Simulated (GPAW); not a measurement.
# Near-edge structure at the N K edge of TaN (Fm-3m), part 2 of 3

What does one-electron theory with a core hole give for the N K edge of TaN (Fm-3m)?

GPAW 26.7.0; X-ray absorption from dipole matrix elements to empty bands, plane-wave PAW LDA.

So far. Step 2 (The field without a hole): The mesh shows no gap, so the system is treated as a metal and the core electron is put at the Fermi level (neutral cell). Step 3 (Spectrum without a core hole, N atom 2): Main maxima below 24 eV (height): 2.0 eV (1.67), 5.5 eV (1.35), 7.9 eV (2.04), 10.4 eV (1.71) and 15.5 eV (0.63). A K edge sees empty p states; the first features are N p mixed into the empty d states of the Ta neighbours, and the broad ones above probably into the cations' higher empty bands.

### 5. Spectrum with XCH, N atom 2

The holes are 6.9 Å apart. In GPAW the data set carries the hole's charge, so charge=0 means a charged cell and charge=-1 a neutral one. The excited electron is kept in the cell, where it fills the lowest empty states and screens the hole. After the field has converged, empty bands are computed with the density fixed and the dipole matrix elements are summed.

xas.py

```python
import numpy as np
from ase import Atoms
from ase.parallel import parprint, paropen
from gpaw import GPAW, PW, FermiDirac, Mixer, MixerDif, setup_paths
from gpaw.test import gen
setup_paths.insert(0, '.')
gen('N', name='fch1s', xcname='LDA', corehole=(1, 0, 1), write_xml=True)
from gpaw.mpi import world
world.barrier()

atoms = Atoms('Ta13N13',
    cell=[[2.179, 0, 6.537],
     [6.537, 2.179, 0],
     [0, 6.537, -2.179]],
    scaled_positions=[[0.42307692, 0.19230769, 0.26923077],
     [0.5, 0.5, 0.5],
     [0.57692308, 0.80769231, 0.73076923],
     [0.80769231, 0.73076923, 0.42307692],
     [0.96153846, 0.34615385, 0.88461538],
     [0.19230769, 0.26923077, 0.57692308],
     [0.65384615, 0.11538462, 0.96153846],
     [0.88461538, 0.03846154, 0.65384615],
     [0.11538462, 0.96153846, 0.34615385],
     [0.03846154, 0.65384615, 0.11538462],
     [0.26923077, 0.57692308, 0.80769231],
     [0.73076923, 0.42307692, 0.19230769],
     [0.34615385, 0.88461538, 0.03846154],
     [0, 0, 0],
     [0.07692308, 0.30769231, 0.23076923],
     [0.15384615, 0.61538462, 0.46153846],
     [0.38461538, 0.53846154, 0.15384615],
     [0.53846154, 0.15384615, 0.61538462],
     [0.76923077, 0.07692308, 0.30769231],
     [0.23076923, 0.92307692, 0.69230769],
     [0.46153846, 0.84615385, 0.38461538],
     [0.69230769, 0.76923077, 0.07692308],
     [0.61538462, 0.46153846, 0.84615385],
     [0.84615385, 0.38461538, 0.53846154],
     [0.30769231, 0.23076923, 0.92307692],
     [0.92307692, 0.69230769, 0.76923077]],
    pbc=True)
atoms.calc = calc = GPAW(legacy_gpaw=True, mode=PW(500), xc='LDA', setups={13: 'fch1s'},
    kpts={'size': (4, 4, 4), 'gamma': True}, occupations=FermiDirac(0.1),
    charge=-1, mixer=Mixer(0.1, 5, 50), maxiter=150,
    convergence={'density': 0.0001}, txt='scf.txt')
energy = atoms.get_potential_energy() + calc.get_reference_energy()
ef = calc.get_fermi_level()
out = dict(energy=energy, fermi=ef, forces=atoms.get_forces().tolist())
parprint(f'all-electron energy {energy:.4f} eV, Fermi level {ef:.4f} eV')
ev = np.array([[calc.get_eigenvalues(k, s) for k in range(len(calc.get_ibz_k_points()))] for s in range(calc.get_number_of_spins())])
out['homo'], out['lumo'], out['counts'] = ev[ev < ef].max(), ev[ev > ef].min(), sorted(set((ev < ef).sum((0, 2)).tolist()))
out['filled'] = (ev[:, 0] < ef).sum(1).tolist()

from ase.units import Ha
from gpaw.xas import dipole_matrix_elements
nb = int(calc.get_number_of_electrons() / 2) + 228
top, nb = nb, nb + 8 + nb // 12
nscf = calc.fixed_density(kpts={'size': (5, 5, 5), 'gamma': True}, nbands=nb,
    convergence={'bands': top, 'eigenstates': 1e-5}, maxiter=60, txt='nscf.txt')
cell = atoms.cell.array
ops = [cell.T @ U.T @ np.linalg.inv(cell.T) for U in nscf.wfs.kd.symmetry.op_scc]
E = np.arange(-6, 34, 0.1)
fwhm = np.interp(E, [4, 25], [0.9, 3.5])
Y, X, zero, highest = 0, 0, 1e9, 1e9
for spin in range(nscf.get_number_of_spins()):
    wfs = nscf.wfs
    A = dipole_matrix_elements(wfs.setups[13])
    eps = np.zeros((wfs.kd.nibzkpts, nb))
    d = np.zeros((3, A.shape[1], wfs.kd.nibzkpts, nb), complex)
    for kpt in wfs.kpt_u:
        if kpt.s == spin and 13 in kpt.P_ani:
            eps[kpt.k] = kpt.eps_n * Ha
            d[:, :, kpt.k] = (kpt.weight * wfs.nspins / 2) ** 0.5 * np.inner(A, kpt.P_ani[13])
    world.sum(eps)
    world.sum(d)
    T = np.einsum('amkn,bmkn->abkn', d, d.conj()).real
    T = sum(np.einsum('ai,ijkn,bj->abkn', R, T, R) for R in ops) / len(ops)
    empty = eps > ef
    zero, highest = min(zero, eps[empty].min()), min(highest, eps[:, top - 1].min())
    lines = [(eps, T, empty)] if spin == 0 else lines + [(eps, T, empty)]
for eps, T, empty in lines:
    f = np.einsum('aakn->akn', T).reshape(3, -1)
    x = eps.ravel() - zero
    w = np.interp(x, E, fwhm) / 2.35482
    g = np.exp(-0.5 * ((E[:, None] - x) / w) ** 2) / (w * (2 * np.pi) ** 0.5)
    Y = Y + (f * empty.ravel()) @ g.T
    X = X + (f * ~empty.ravel()) @ g.T
out.update(E=E.round(2).tolist(), xas=Y.tolist(), xes=X.tolist(), zero=zero, valid=highest - zero, nk=len(eps), nb=nb)
for i in range(0, len(E), 10):
    parprint(f'{E[i]:7.2f}', *(f'{v:10.3e}' for v in Y[:, i]))
import json
with paropen('out.json', 'w') as f:
    json.dump(out, f)
```

On the command line:

```
> OMP_NUM_THREADS=1 mpirun -n 4 gpaw python xas.py
```

Numbers of over 12 decimals in the logs are rounded to 6 here.

What it wrote:

```text
Input parameters:
  charge: -1
  convergence: {density: 0.0001}
  kpts: {gamma: True,
         size: (4, 4, 4)}
  maxiter: 150
  mixer: {backend: pulay,
          beta: 0.1,
          method: separate,
          nmaxold: 5,
          weight: 50}
  mode: {ecut: 500.0,
         name: pw}
  occupations: {fixmagmom: False,
                name: fermi-dirac,
                width: 0.1}
  setups: {13: fch1s}

Initialize ...

[... PAW data sets ...]

Reference energy: -5529694.782081  # eV

Spin-paired calculation

[... convergence settings ...]
Symmetries present (total): 6
  [... symmetry matrices ...]

64 k-points: 4 x 4 x 4 Monkhorst-Pack grid + [1/8,1/8,1/8]
14 k-points in the irreducible part of the Brillouin zone
       k-points in crystal coordinates                weights
   0:     0.00000000    0.00000000    0.00000000          1/64
   1:     0.25000000   -0.25000000    0.25000000          2/64
   2:     0.25000000    0.00000000    0.00000000          6/64
   3:     0.25000000    0.00000000    0.25000000          6/64
   4:     0.25000000    0.25000000    0.00000000          6/64
   5:     0.25000000    0.25000000    0.25000000          6/64
   6:     0.50000000    0.00000000    0.00000000          3/64
   7:     0.50000000    0.00000000    0.25000000          6/64
   8:     0.50000000    0.25000000   -0.25000000          6/64
   9:     0.50000000    0.25000000    0.00000000          6/64
          ...
  13:     0.50000000    0.50000000    0.50000000          1/64

Wave functions: Plane wave expansion
  Cutoff energy: 500.000 eV
  Number of coefficients (min, max): 6778, 6854
  Pulay-stress correction: 0.000000 eV/Ang^3 (de/decut=0.000000)
  Using FFTW library
  Wavefunction extrapolation:
    Improved wavefunction reuse through dual PAW basis

Occupation numbers: Fermi-Dirac:
  width: 0.1000  # eV

Eigensolver
   Davidson(niter=2)

Densities:
  Coarse grid: 36*36*36 grid
  Fine grid: 72*72*72 grid
  Total Charge: 0.000000

Density mixing:
  Method: separate
  Backend: pulay
  Linear mixing parameter: 0.1
  old densities: 5
  Width of damping distribution: 1.1
  Damping of long wavelength oscillations: 50

[... Hamiltonian set-up ...]
Number of atoms: 26
Number of atomic orbitals: 221
Number of bands in calculation: 145
Number of valence electrons: 235
Bands to converge: occupied

... initialized

Initializing position-dependent things.

Density initialized from atomic densities
Creating initial wave functions:
  145 bands from LCAO basis set

                      Ta   N
               Ta   N     Ta
              N Ta Ta N N  Ta
               N    Ta    N

              TaN  N  TaTa N
               Ta   N     Ta
              N    Ta
       N

Atomic positions and initial magnetic moments

Positions:
   0 Ta     2.179000    2.179000    2.179000    ( 0.0000,  0.0000,  0.0000)
   1 Ta     4.358000    4.358000    2.179000    ( 0.0000,  0.0000,  0.0000)
   2 Ta     6.537000    6.537000    2.179000    ( 0.0000,  0.0000,  0.0000)
   3 Ta     6.537000    4.358000    4.358000    ( 0.0000,  0.0000,  0.0000)
   4 Ta     4.358000    6.537000    4.358000    ( 0.0000,  0.0000,  0.0000)
   5 Ta     2.179000    4.358000   -0.000000    ( 0.0000,  0.0000,  0.0000)
   6 Ta     2.179000    6.537000    2.179000    ( 0.0000,  0.0000,  0.0000)
[...]
23 N      4.358000    4.358000    4.358000    ( 0.0000,  0.0000,  0.0000)
  24 N      2.179000    6.537000    0.000000    ( 0.0000,  0.0000,  0.0000)
  25 N      6.537000    6.537000    4.358000    ( 0.0000,  0.0000,  0.0000)

Unit cell:
           periodic     x           y           z      points  spacing
  1. axis:    yes    2.179000    0.000000    6.537000    36     0.1650
  2. axis:    yes    6.537000    2.179000    0.000000    36     0.1650
  3. axis:    yes    0.000000    6.537000   -2.179000    36     0.1650

  Lengths:   6.890603   6.890603   6.890603
  Angles:   72.542397 107.457603  72.542397

Effective grid spacing dv^(1/3) = 0.1793

iter:   1  -328.931407
iter:   2  -308.111339   -0.37  -0.98
iter:   3  -298.347873   -0.26  -1.14
iter:   4  -296.782284   -0.51  -1.37
iter:   5  -296.947326   -1.40  -1.59
iter:   6  -297.087132   -1.86  -1.69
iter:   7  -296.940901   -1.73  -2.06
iter:   8  -296.928819   -2.57  -2.57
iter:   9  -296.928897c  -3.05  -2.67
iter:  10  -296.921389c  -3.12  -2.74
iter:  11  -296.919809c  -3.97  -3.12
iter:  12  -296.919880c  -4.44  -3.30
iter:  13  -296.919780c  -4.72  -3.38
iter:  14  -296.920009c  -4.74  -3.65
iter:  15  -296.919771c  -4.87  -3.68
iter:  16  -296.919789c  -6.01  -4.02c
iter:  17  -296.919869c  -5.65  -4.22c
iter:  18  -296.919808c  -6.10  -4.11c
iter:  19  -296.919797c  -6.37  -4.64c
iter:  20  -296.919805c  -7.64c -4.86c

Converged after 20 iterations.

Dipole moment: (-0.000000, -0.000000, -0.000000) |e|*Ang

Energy contributions relative to reference atoms: (reference = -5529694.782081)

Kinetic:       +222.883782
Potential:     -213.979293
External:        +0.000000
XC:            -301.496170
Entropy (-ST):   -0.309766
Local:           -4.173241
SIC:             +0.000000
--------------------------
Free energy:   -297.074688
Extrapolated:  -296.919805

Showing only first 2 kpts
 Kpt  Band  Eigenvalues  Occupancy
  0   115     15.47134    1.79944
  0   116     15.51564    1.70418
  0   117     15.54340    1.62718
  0   118     15.54340    1.62718

  1   115     15.84070    0.36499
  1   116     15.91228    0.19677
  1   117     15.96244    0.12397
[...]
Fermi level: 15.69075

No gap
No difference between direct/indirect transitions

Forces in eV/Ang:
  0 Ta   -0.02946   -0.01894   -0.02898
  1 Ta   -0.00000   -0.00000    0.00000
  2 Ta    0.02946    0.01894    0.02898
  3 Ta    0.01894   -0.02898    0.02946
  4 Ta    1.05201   -0.03568   -0.12495
  5 Ta   -0.01894    0.02898   -0.02946
  6 Ta    0.03568   -0.12495   -1.05201
[...]
23 N     0.06573   -0.03573    0.01418
 24 N     0.05541   -0.01298    0.36171
 25 N    -0.36171   -0.05541   -0.01298
Scalar-relativistic atomic LDA calculation for N (Nitrogen, Z=7)
Core hole in 1s state (1s occupation: 1.0)
300 radial gridpoints.
|------------------------------------------------|
|------------------------------------------------|
[... the atom generator's iteration count ...]

Energy contributions:
-------------------------
Kinetic:      +38.530757
XC:            -4.452581
Potential:    -72.816894
-------------------------
Total:        -38.738717

state      eigenvalue         ekin         rmax
-----------------------------------------------
1s^1.0 :   -16.643762    23.347388        0.145
2s^2.0 :    -1.332146     3.154276        0.915
2p^3.0 :    -0.925852     2.958273        0.782
-----------------------------------------------
(units: Bohr and Hartree)

Generating PAW setup
Kinetic energy of the core from tauc = 23.362075
Cutoffs:
rc(s)=1.140
rc(p)=1.000
rc(d)=1.090
rc(vbar)=1.120
rc(comp)=1.090
rc(nct)=1.140

Kinetic energy of the core states: 23.347388
Charge: 1.0
Core electrons: 1.0
Valence electrons: 5.0
Pseudo-core charge: 0.003881
Shape function alpha=8.417
Pseudo-electron charge 4.904142
state    eigenvalue         norm
--------------------------------
2s(2) :    -1.332146     1.098259
*s    :    -0.332146
2p(3) :    -0.925852     0.901248
*p    :     0.074148
*d    :     0.000000
--------------------------------

Diagonalizing with gridspacing h=0.050

state   all-electron     PAW
-------------------------------
2s:      -1.332146    -1.333594
2p:      -0.925852    -0.929974
*d:                   -0.063788
*f:                   -0.013854
-------------------------------
all-electron energy -5529991.7019 eV, Fermi level 15.6908 eV
[...]
31.00  7.275e-05  7.275e-05  7.275e-05
  32.00  4.517e-05  4.517e-05  4.517e-05
  33.00  3.717e-05  3.717e-05  3.717e-05
```

Elapsed: 13 min, on 4 MPI ranks of Arm Neoverse V2, shared host; peak memory 0.98 GiB; 54 min of CPU time.

The N K spectrum, N atom 2, excited-electron core hole (neutral cell) (energy from the lowest empty level; intensity scaled to a mean of 1 over the first 20 eV):

```csv
E (eV),intensity
-2.0,0.00
-0.5,0.14
1.0,1.89
2.5,1.47
4.0,1.35
5.5,1.56
7.0,2.03
8.5,1.16
10.0,1.30
11.5,0.61
13.0,0.41
14.5,0.49
16.0,0.50
17.5,0.18
19.0,0.20
20.5,0.38
22.0,0.46
23.5,0.67
25.0,0.92
26.5,1.25
28.0,1.55
29.5,1.20
31.0,0.60
```

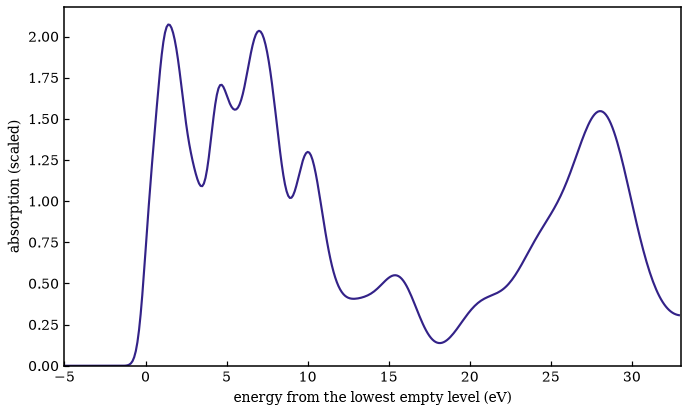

The N K edge, N atom 2, excited-electron core hole (neutral cell): main maxima at 1.4, 4.7 and 7.0 eV.

Main maxima below 24 eV (height): 1.4 eV (2.07), 4.7 eV (1.71), 7.0 eV (2.03), 10.0 eV (1.30) and 15.4 eV (0.55). 

The total-energy difference is 402.90 eV. One term is added: -7.76 eV, since the hole is spin-paired here and a spin-polarised one costs that much less in the free atom (computed apart). The photon energy is then 395.14 eV. The functional leaves an error in such absolute values: in the free atom LDA prices this hole 3.5 eV below PBE (computed apart), and PBE is itself good to a few eV.

### 6. Reference energy of the supercell

The cell and mesh change for the next run, so it gets a reference energy of its own.

scf.py

```python
import numpy as np
from ase import Atoms
from ase.parallel import parprint, paropen
from gpaw import GPAW, PW, FermiDirac, Mixer, MixerDif, setup_paths
from gpaw.test import gen
setup_paths.insert(0, '.')
gen('N', name='nch1s', xcname='LDA', corehole=(1, 0, 0), write_xml=True)
from gpaw.mpi import world
world.barrier()

atoms = Atoms('Ta4N4',
    cell=[[0, 0, 4.358],
     [4.358, 0, 0],
     [0, 4.358, 0]],
    scaled_positions=[[0.5, 0.5, 0.5],
     [0.5, 0, 0],
     [0, 0, 0.5],
     [0, 0.5, 0],
     [0, 0, 0],
     [0, 0.5, 0.5],
     [0.5, 0.5, 0],
     [0.5, 0, 0.5]],
    pbc=True)
atoms.calc = calc = GPAW(legacy_gpaw=True, mode=PW(500), xc='LDA', setups={4: 'nch1s'},
    kpts={'size': (6, 6, 6), 'gamma': True}, occupations=FermiDirac(0.1),
    charge=0, mixer=Mixer(0.1, 5, 50), maxiter=150,
    convergence={'density': 0.0001}, txt='scf.txt')
energy = atoms.get_potential_energy() + calc.get_reference_energy()
ef = calc.get_fermi_level()
out = dict(energy=energy, fermi=ef, forces=atoms.get_forces().tolist())
parprint(f'all-electron energy {energy:.4f} eV, Fermi level {ef:.4f} eV')
ev = np.array([[calc.get_eigenvalues(k, s) for k in range(len(calc.get_ibz_k_points()))] for s in range(calc.get_number_of_spins())])
out['homo'], out['lumo'], out['counts'] = ev[ev < ef].max(), ev[ev > ef].min(), sorted(set((ev < ef).sum((0, 2)).tolist()))
out['filled'] = (ev[:, 0] < ef).sum(1).tolist()
import json
with paropen('out.json', 'w') as f:
    json.dump(out, f)
```

On the command line:

```
> OMP_NUM_THREADS=1 mpirun -n 4 gpaw python scf.py
```

What it wrote:

```text
Input parameters:
  convergence: {density: 0.0001}
  kpts: {gamma: True,
         size: (6, 6, 6)}
  maxiter: 150
  mixer: {backend: pulay,
          beta: 0.1,
          method: separate,
          nmaxold: 5,
          weight: 50}
  mode: {ecut: 500.0,
         name: pw}
  occupations: {fixmagmom: False,
                name: fermi-dirac,
                width: 0.1}
  setups: {4: nch1s}

Initialize ...

[...]
2s(2) :    -0.676924     1.071713
*s    :     0.323076
2p(3) :    -0.265967     0.952074
*p    :     0.734033
*d    :     0.000000
--------------------------------

Diagonalizing with gridspacing h=0.050

state   all-electron     PAW
-------------------------------
2s:      -0.676924    -0.677975
2p:      -0.265967    -0.268121
*d:                    0.048644
*f:                    0.076426
-------------------------------
all-electron energy -1701659.7250 eV, Fermi level 15.6685 eV
[key lines of the parts left out:]
Converged after 17 iterations.
Dipole moment: (-0.000000, -0.000000, -0.000000) |e|*Ang
Free energy:    -87.031725
Fermi level: 15.66850
```

Elapsed: 14 s, on 4 MPI ranks; peak memory 0.22 GiB; 57 s of CPU time.

(Part 2 of 3 ends here.)

[Banner, clock and machine lines of the logs are left out without a mark of their own.]

[Logs are printed without paths, hosts, clocks, repeated set-up lines and the standing remarks that a program may print on its own settings, such as how far it seeks lower states.]

[Hosts, paths, dates, database ids (printed as entryN), source tags and the programs' standing remarks are cut or masked in the printed files.]

[Lists of maxima count a maximum above −3 eV only where it reaches 4 % of the highest in the window and stands out from its surroundings by 2 % of it (1.5 % where it reaches 55 %); shoulders and weaker maxima are passed over, and of the rest the first, up to two pre-edge ones and the few strongest are named.]
